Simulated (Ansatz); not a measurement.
Computed with PBE (plane waves to 420 eV, PAW; Ansatz, a first-principles code).

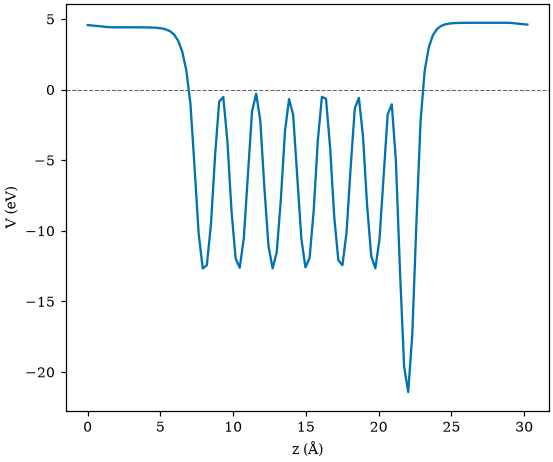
Figure: Plane-averaged electrostatic potential energy along the normal, in eV from the Fermi level, for a constructed model of the (0001) surface of hcp Ti, a pseudomorphic layer of Mo in the other hollow (bottom of the slab: a bare face, its two planes held)

Slab: 7 atoms, 14.4 Å thick at the start; k 15x15x1, smearing 0.1 eV, dipole-corrected; 2 atoms held, the rest relaxed; held to the start's symmetry, so lower structures may exist; no spin, no spin-orbit, no U. In PBE it is, or lies within 0.01 eV a 1x1 cell of, the lowest of the 2 structures of its composition computed so far; larger cells were not tried.

The vacuum level lies 4.74 eV above the Fermi level over the top face and 4.42 eV above it under the bottom face.
